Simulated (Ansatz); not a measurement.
**BCCD(T)/STO-3G run of HNO (nitroxyl)**

What is the vertical electron affinity of HNO (nitroxyl) at BCCD(T)/STO-3G? 

The calculation is run with Ansatz 0.2.0.

52 further runs of the same task are left out: 1 that didn't finish, 51 set aside as unsound or not needed.

**1. The molecule**

HNO: 3 atoms, total charge 0, spin state singlet. As SMILES, `N=O`. The shape is that of a GFN2-xTB optimisation.

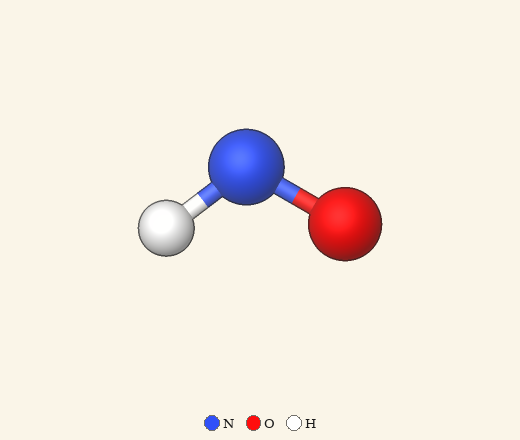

The structure, seen from a chosen angle (nitrogen blue, oxygen red, hydrogen white).

**2. A single-point energy at BCCD(T)/STO-3G**

Input file job.yaml:

```yaml
crystal:
  periodic: [false, false, false]
  atoms:
    - {symbol: "N", position_ang: [-0.275940, 0.297220, -0.114780]}
    - {symbol: O, position_ang: [0.768580, 0.418030, 0.466150]}
    - {symbol: H, position_ang: [-0.492640, -0.715240, -0.351380]}
basis:
  gaussian: {orbitals: STO-3G}
correlation: {method: bccd_t, frozen_orbitals: {H: 0, "N": 1, O: 1}}
accuracy: high
scf: {omitted_lower_state_checks: [cluster_reference, increment]}
```

On the command line:

```sh
$ ansatz run job.yaml --threads 1 --pin off --max-ram 2610MiB --events-out events.jsonl --progress --plain --runs-dir runs
```

Output:

```text
Warning: RAYON_NUM_THREADS=1 ignored (pool sized by the plan → 1); use --threads N
Functional definition: HF
  name "HF"
  exchange = exact_x
  correlation = 0
these checks for a lower state are left out or cut short: cluster_reference, increment
168 factors; integrals over basis functions are off by at most 2.2e-8 eV
mean field evaluation 1: about -3483.5299 eV, gradient 1.8e1 eV
mean field evaluation 2: about -3483.6070 eV, gradient 1.9e1 eV
mean field evaluation 4: about -3484.6583 eV, gradient 1.3e0 eV
mean field evaluation 8: about -3484.6693 eV, gradient 2.2e-2 eV
mean field -3484.66927338 eV, -128.0592338031 hartree, gradient 1.1e-8 eV, S^2 0.000000; 0 other end points of the search recorded, 0 dependent functions left out; unrestricted orbitals would lower it
2 core orbitals not correlated: weight in the atoms' cores, before any rotation towards them, 1.000 or more for the frozen orbitals, at most 0.000 for the correlated occupied ones
reference -3484.66927338 eV, -128.0592338031 hartree; 6, 6 occupied and 3, 3 virtual orbitals, 168 factors
second order -3.25422883 eV of doubles, -0.00000000 eV of singles
cycle   1  -3.62122498 eV  change   -3.7e-1 eV  update   6.3e-2
cycle   2  -3.80774386 eV  change   -1.9e-1 eV  update   2.6e-2
cycle   3  -3.86509779 eV  change   -5.7e-2 eV  update   1.3e-2
cycle   4  -3.87520686 eV  change   -1.0e-2 eV  update   4.0e-3
cycle   5  -3.87594165 eV  change   -7.3e-4 eV  update   2.0e-3
cycle   6  -3.87547215 eV  change    4.7e-4 eV  update   1.3e-3
cycle   7  -3.87638802 eV  change   -9.2e-4 eV  update   6.6e-4
cycle   8  -3.87638780 eV  change    2.1e-7 eV  update   1.3e-4
cycle   9  -3.87629753 eV  change    9.0e-5 eV  update   4.4e-5
cycle  10  -3.87627548 eV  change    2.2e-5 eV  update   1.4e-5
cycle  11  -3.87627304 eV  change    2.4e-6 eV  update   4.8e-6
cycle  12  -3.87627314 eV  change   -9.6e-8 eV  update   1.4e-6
cycle  13  -3.87627243 eV  change    7.1e-7 eV  update   5.6e-7
cycle  14  -3.87627206 eV  change    3.7e-7 eV  update   1.9e-7
cycle  15  -3.87627191 eV  change    1.5e-7 eV  update   8.1e-8
cycle  16  -3.87627198 eV  change   -6.9e-8 eV  update   2.4e-8
cycle  17  -3.87627242 eV  change   -4.3e-7 eV  update   7.9e-8
cycle  18  -3.87627248 eV  change   -6.3e-8 eV  update   3.1e-8
cycle  19  -3.87627252 eV  change   -3.6e-8 eV  update   1.2e-8
cycle  20  -3.87627253 eV  change   -9.3e-9 eV  update   5.7e-9
cycle  21  -3.87627253 eV  change  -2.2e-10 eV  update   3.2e-9
cycle  22  -3.87627252 eV  change    6.4e-9 eV  update   1.9e-9
cycle  23  -3.87627252 eV  change    1.9e-9 eV  update  5.1e-10
cycle  24  -3.87627252 eV  change   4.4e-10 eV  update  1.2e-10
perturbative correction -0.05600159 eV, -0.0020580205 hartree
Total energy: -3488.60154749 eV, -128.2037422113 hartree
Checks for a lower state left out: cluster_reference, increment
```

It took 0.14 s on 1 thread of Arm Neoverse V2, shared host.

**3. The doublet anion**

Input file job.yaml:

```yaml
crystal:
  periodic: [false, false, false]
  atoms:
    - symbol: N
      position_ang: [-0.275940, 0.297220, -0.114780]
    - symbol: O
      position_ang: [0.768580, 0.418030, 0.466150]
    - symbol: H
      position_ang: [-0.492640, -0.715240, -0.351380]
basis:
  gaussian:
    orbitals: STO-3G
total_charge: -1
magnetization:
  spin_polarized: true
  initial_magnetization: 1
correlation:
  method: bccd_t
  frozen_orbitals: {H: 0, "N": 1, O: 1}
accuracy: high
scf:
  omitted_lower_state_checks: [cluster_reference, increment]
```

On the command line:

```sh
$ ansatz run job.yaml --threads 1 --pin off --max-ram 2610MiB --events-out events.jsonl --progress --plain --runs-dir runs
```

Output:

```text
Warning: RAYON_NUM_THREADS=1 ignored (pool sized by the plan → 1); use --threads N
Functional definition: HF
  name "HF"
  exchange = exact_x
  correlation = 0
these checks for a lower state are left out or cut short: cluster_reference, increment
168 factors; integrals over basis functions are off by at most 2.2e-8 eV
mean field evaluation 1: about -3478.7159 eV, gradient 6.6e0 eV
mean field evaluation 2: about -3478.8434 eV, gradient 6.7e0 eV
mean field evaluation 4: about -3479.1678 eV, gradient 8.4e-1 eV
mean field evaluation 8: about -3479.1902 eV, gradient 1.8e-4 eV
mean field evaluation 16: about -3479.1897 eV, gradient 2.4e-8 eV
mean field -3479.18968875 eV, -127.8578627820 hartree, gradient 2.4e-8 eV, S^2 0.751962; 0 other end points of the search recorded, 0 dependent functions left out
2 core orbitals not correlated: weight in the atoms' cores, before any rotation towards them, 1.000 or more for the frozen orbitals, at most 0.000 for the correlated occupied ones
reference -3479.18968875 eV, -127.8578627820 hartree; 7, 6 occupied and 2, 3 virtual orbitals, 168 factors
second order -1.58818733 eV of doubles, -0.00000000 eV of singles
cycle   1  -1.92987958 eV  change   -3.4e-1 eV  update   4.8e-2
cycle   2  -2.07819435 eV  change   -1.5e-1 eV  update   2.0e-2
cycle   3  -2.09287857 eV  change   -1.5e-2 eV  update   7.9e-3
cycle   4  -2.08805720 eV  change    4.8e-3 eV  update   3.3e-3
cycle   5  -2.08769949 eV  change    3.6e-4 eV  update   8.7e-4
cycle   6  -2.08729220 eV  change    4.1e-4 eV  update   2.5e-4
cycle   7  -2.08745099 eV  change   -1.6e-4 eV  update   9.5e-5
cycle   8  -2.08747529 eV  change   -2.4e-5 eV  update   4.0e-5
cycle   9  -2.08746350 eV  change    1.2e-5 eV  update   1.8e-5
cycle  10  -2.08747243 eV  change   -8.9e-6 eV  update   5.8e-6
cycle  11  -2.08747245 eV  change   -2.2e-8 eV  update   1.8e-6
cycle  12  -2.08747155 eV  change    9.0e-7 eV  update   6.3e-7
cycle  13  -2.08747111 eV  change    4.4e-7 eV  update   2.0e-7
cycle  14  -2.08747115 eV  change   -4.6e-8 eV  update   8.0e-8
cycle  15  -2.08747116 eV  change   -5.0e-9 eV  update   3.1e-8
cycle  16  -2.08747122 eV  change   -6.4e-8 eV  update   1.4e-8
cycle  17  -2.08747148 eV  change   -2.6e-7 eV  update   4.2e-8
cycle  18  -2.08747155 eV  change   -6.9e-8 eV  update   1.5e-8
cycle  19  -2.08747155 eV  change   -2.3e-9 eV  update   3.7e-9
cycle  20  -2.08747155 eV  change    1.4e-9 eV  update   1.2e-9
perturbative correction -0.03668931 eV, -0.0013483073 hartree
Total energy: -3481.31384961 eV, -127.9359242539 hartree
Checks for a lower state left out: cluster_reference, increment
```

It took 0.14 s on 1 thread of Arm Neoverse V2, shared host.

**4. Results**

At BCCD(T)/STO-3G, 2 core orbitals frozen:

| quantity | value |
| --- | --- |
| singlet HNO: total energy | -128.20374 Eh |
| singlet HNO: correlation energy (2 core orbitals frozen) | -144.5 mEh |
| singlet HNO: (T) correction | -2.06 mEh |
| doublet anion: total energy | -127.93592 Eh |
| doublet anion: correlation energy (2 core orbitals frozen) | -78.1 mEh |
| doublet anion: (T) correction | -1.35 mEh |
| doublet anion: ⟨S²⟩ of the reference determinant | 0.752 |
| vertical electron affinity (to the doublet anion) | -7.288 eV |

The anion lies 7.29 eV (703 kJ/mol) above the neutral: the electron isn't bound at this level, and such a value depends on the basis. Without diffuse functions anions come out too high. In a minimal basis such a difference can be off by several eV, whatever the method. The restricted solution (singlet HNO) is unstable to spin breaking: an unrestricted one lies lower. The triples (singlet HNO) make up 1.4 % of the correlation energy. The triples (doublet anion) make up 1.7 % of the correlation energy.
